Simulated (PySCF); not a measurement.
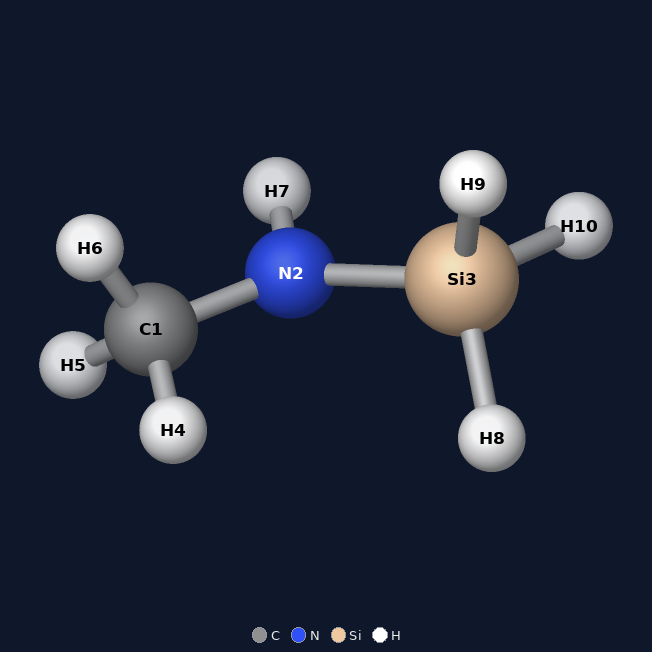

The computed structure is the end point of a PBE0-D3(BJ)/def2-SVP optimisation. No frequency run is at hand to confirm it as a minimum. Method: TDDFT PBE0/def2-SVPD, vertical, gas phase, core orbitals frozen in the response (PySCF 2.14.0), and the same with a continuum solvent (IEF-PCM, Bondi radii x 1.2, gas-phase geometry).

How do dipole (D), HOMO–LUMO gap (eV), lowest singlet (eV) change in tetrahydrofuran (ε = 7.4), acetone (ε = 20.5)?

```
         medium  dipole (D)  HOMO–LUMO gap (eV)  lowest singlet (eV)
      gas phase        1.17                7.12                 5.70
tetrahydrofuran        1.43                7.15                 5.73
        acetone        1.48                7.16                 5.74
```
